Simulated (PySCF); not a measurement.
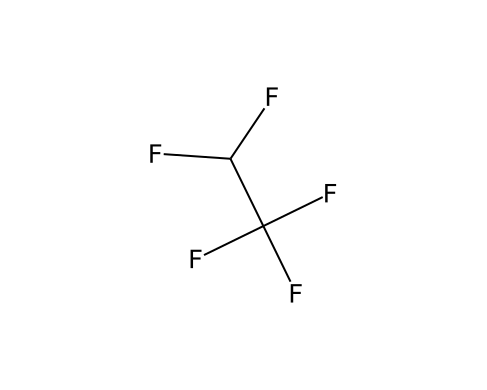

Computed geometry: GFN2-xTB optimisation. No frequency run is at hand to confirm it as a minimum. Properties computed with PBE0/pcSseg-1, gas phase (PySCF 2.14.0).

Give the HOMO–LUMO gap at this level.

12.02 eV.

Give the HOMO energy (Kohn–Sham orbital) at this level.

−10.54 eV.

Give the dipole moment at this level.

1.51 D.
